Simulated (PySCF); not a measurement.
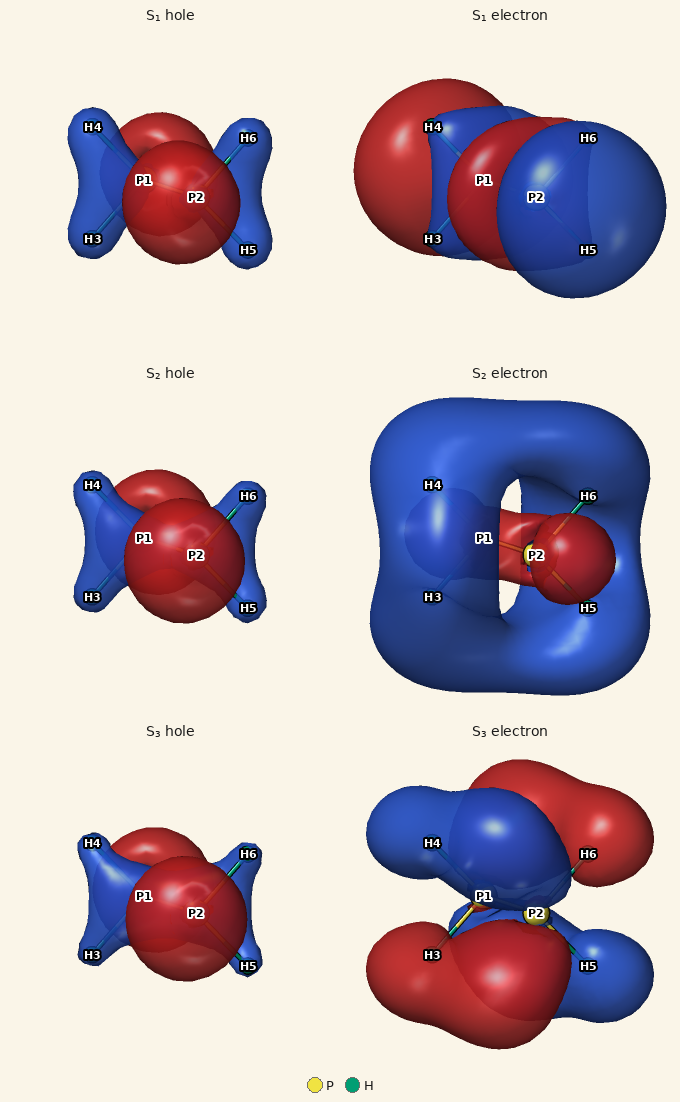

*H$_{4}$P$_{2}$, SMILES `PP`. Leading natural transition orbitals (full linear response singlet states).*

Computed with PySCF, M06-2X/6-311G**, geometry: GFN2-xTB. No frequency check shows the geometry to be a minimum. GFN2-xTB bond lengths at metals and heavier atoms can be off by up to 0.1 Å and shapes distorted, which carries into these values. Without diffuse functions Rydberg states are missing, so the states' numbers hold for this basis only.

Q: Give the energy and character of each state.

A: By state:
- S₁: 5.86 eV (212 nm), f = 0.341 (bright), partly diffuse acceptor orbital, which a basis without diffuse functions describes poorly; the leading pair carries 99 %; hole on P1 and P2 (42 % each), electron on P1 and P2 (43 % each) (atom shares of so diffuse an orbital are rough); their centroids lie 0.0 Å apart.
- S₂: 6.05 eV (205 nm), f = 0.000 (dark), partly diffuse acceptor orbital, which a basis without diffuse functions describes poorly; the leading pair carries 99 %; hole on P1 and P2 (44 % each), electron on P1 and P2 (32 % each) and H3, H4, H5 and H6 (9 % each) (atom shares of so diffuse an orbital are rough); their centroids lie 0.0 Å apart.
- S₃: 6.24 eV (199 nm), f = 0.000 (dark), partly diffuse acceptor orbital, which a basis without diffuse functions describes poorly; the leading pair carries 99 %; hole on P1 and P2 (44 % each), electron on P1 and P2 (36 % each) and H3, H4, H5 and H6 (7 % each) (atom shares of so diffuse an orbital are rough); their centroids lie 0.0 Å apart.
